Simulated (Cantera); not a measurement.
A closed system holds: 1 mol MgO, 0.54 mol SO₃, 0.26 mol H₂O, at 75.0 Torr.

Cantera equilibrium calculation (NASA polynomials, part measured and part estimated; ideal gas, pure solids and liquids). Candidate condensed phases: H₂O, H₂SO₄, Mg, MgO, Mg(OH)₂, MgS, MgSO₄, S; 26 gas species. Mutual solubility and eutectic melting of coexisting phases are not modelled. Equilibrium is a limit: real reactors are often held back by kinetics, nucleation or transport.

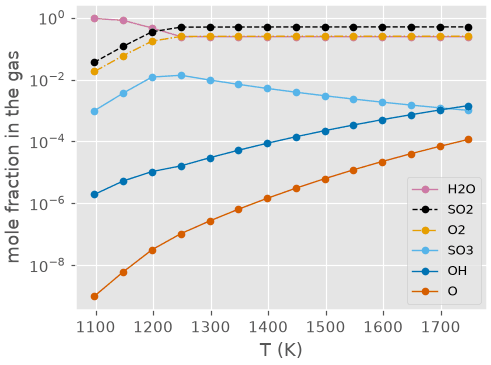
Fig. 1. Equilibrium gas composition (values under 1e-9 drawn at 1e-9)

From 1098 K to 1198 K the condensed part is MgO(s) + MgSO₄(s). From 1248 K to 1748 K the condensed part is MgO(s).
